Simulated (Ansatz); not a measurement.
Mg (P6_3/mmc): the Drude term of Re ε in the infrared

Re ε of Mg (P6_3/mmc) along x at low photon energies is read from one computed spectrum; the carriers' damping was typed as γ = 0.1 eV. x, y and z are the Cartesian axes of the input cell.

It takes space group P6_3/mmc (No. 194, hexagonal). The conventional cell has a = 3.209 Å, b = 3.209 Å, c = 5.210 Å, α = 90.00°, β = 90.00°, γ = 120.00°. Mg on site c has 12 Mg at 3.20 to 3.21 Å as nearest neighbours.

Method: Ansatz 0.2.0, PBE, independent particles, k-mesh 12×12×7 with interpolation inside its cells, Gaussian parameter 0.1 eV.

Launch of the response step: `ansatz run input.yaml --threads 4 --pin off --max-ram 8192MiB --backend cpu --events-out ev --progress --plain --runs-dir out`. The run took 39 s, on 4 threads of Intel(R) Xeon(R) Platinum 8488C (Sapphire Rapids) (shared host).

```
photon energy E (eV)  wavelength (µm)    Re ε
                0.25             4.96  -738.1
                0.30             4.13  -506.6
                0.35             3.54  -353.2
                0.40             3.10  -243.3
                0.50             2.48   -75.9
                0.60             2.07       ?
                0.70             1.77   -72.7
```

A Drude term over a constant background gives Re ε = ε_b − ωp²/(E² + γ²), linear in 1/(E² + γ²).

Working, on the rows shown:

| x = 1/(E² + γ²) (eV⁻²) | y = Re ε |
| --- | --- |
| 13.7931 | -738.1 |
| 10 | -506.6 |
| 7.54717 | -353.2 |
| 5.88235 | -243.3 |
| 3.84615 | -75.9 |
| 2 | -72.7 |

Means: x̄ = 7.1781, ȳ = -331.63. Σ(x − x̄)(y − ȳ) = -5498, Σ(x − x̄)² = 91.45. Slope = -5498 / 91.45 = -60.12; intercept = ȳ − slope · x̄ = 99.897. The line misses the rows shown by at most 55.

What does the fit predict for the withheld row, and how well does it do?

At x = 2.7027 the line gives y = -62.582. The run gave 39.8, so the interpolation is off by 100, 13 % of the range in the table.

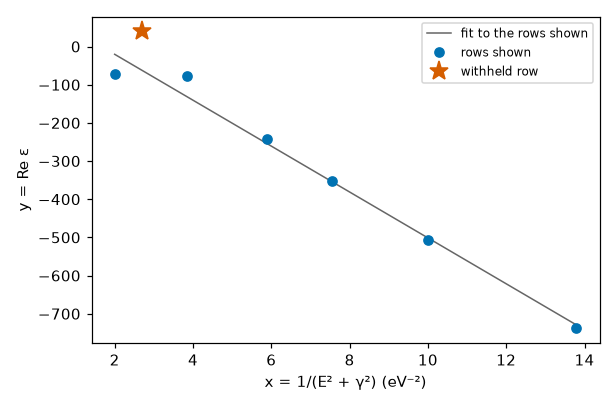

Refitted with all rows, the slope is -63.73 and the intercept 138.17. These give ωp = √(−slope) = 7.98 eV, against 7.57 eV from the program's Fermi-surface sum, and an intercept of 138.2. Taking the program's Drude term off the rows leaves 53 at the lowest energy and 42 at the highest, so the background isn't constant: interband transitions lie in or near the window, and neither fitted number can be trusted. The values come from a sum over the points of one k-mesh and carry its error, which is largest for Fermi-surface quantities.

[Logs are printed without paths, hosts, clocks, repeated set-up lines and the standing remarks that a program may print on its own settings, such as how far it seeks lower states.]
